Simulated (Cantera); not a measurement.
Charge: 1 mol Fe2O3, 0.1 mol SO2, 5.9 mol CO2, 0.39 mol SO3, at 11.0 bar.

Cantera equilibrium calculation (NASA polynomials, part measured and part estimated; ideal gas, pure solids and liquids). Candidate condensed phases: C, Fe, Fe(CO)5, FeO, FeS, FeSO4, FeS2, Fe2O3, Fe2(SO4)3, Fe3O4, S; 25 gas species. Mutual solubility and eutectic melting of coexisting phases are not modelled. Rates play no part.

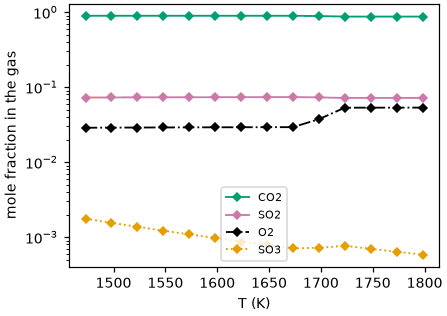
Fig. 1. Equilibrium gas composition (values under 1e-9 drawn at 1e-9)

From 1473 K to 1673 K the condensed part is Fe2O3(s). At 1698 K the condensed part is Fe2O3(s) + Fe3O4(s). From 1723 K to 1798 K the condensed part is Fe3O4(s).
